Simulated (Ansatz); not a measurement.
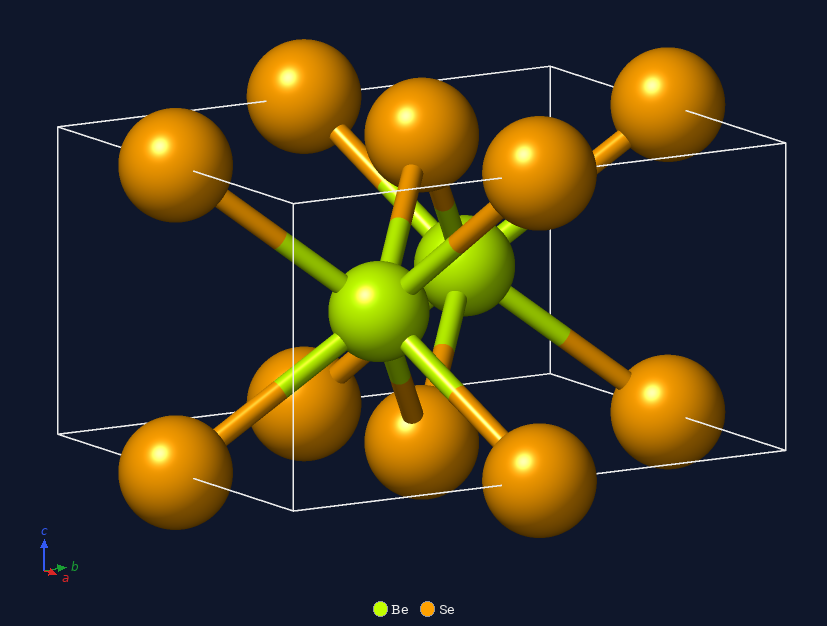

Drawn in the ball-and-stick manner and seen slightly off an axis. The lines enclose the simulation cell; boundary atoms appear with their images.

```
CELL_PARAMETERS angstrom
6.88885 0.00000 0.00000
-3.44442 5.96592 0.00000
0.00000 0.00000 2.86800
ATOMIC_POSITIONS crystal
Be 0.33333 0.66667 0.50000
Be 0.66667 0.33333 0.50000
Se 0.50000 0.00000 0.00000
Se 0.00000 0.50000 0.00000
Se 0.50000 0.50000 0.00000
```

The numbers come from Ansatz 0.2.0, DFT PBE, scalar-relativistic, plane waves, PAW, using a 420 eV plane-wave basis, a 6×6×12 mesh of k-points, Gaussian smearing of 0.1 eV, no spin polarisation.

### How charged are the atoms, by the Bader scheme?

Be +1.54 e; Se -1.03 e.

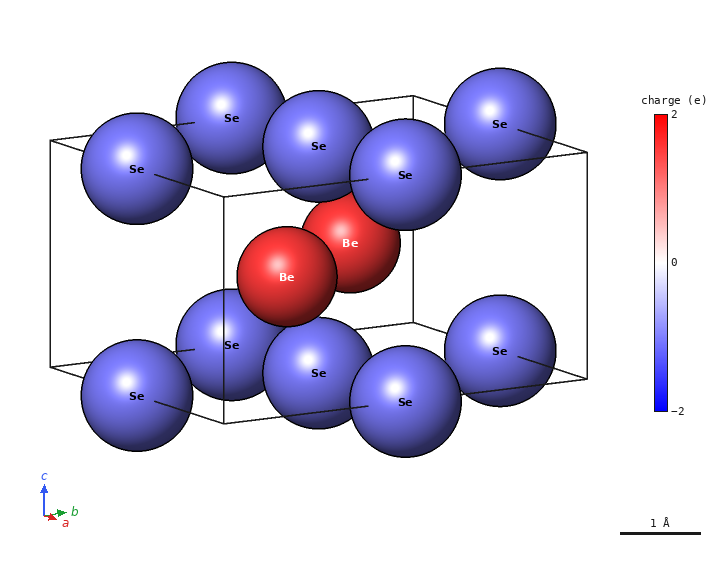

The atoms coloured by those charges.

The initial geometry was a random cell made by a generator, so it need not be a real form of the compound. Earlier steps of the study, as a rule a relaxation of our own, may have changed the cell and positions, so they can lie some per cent off the listed ones. It was the input of a calculation with Ansatz.
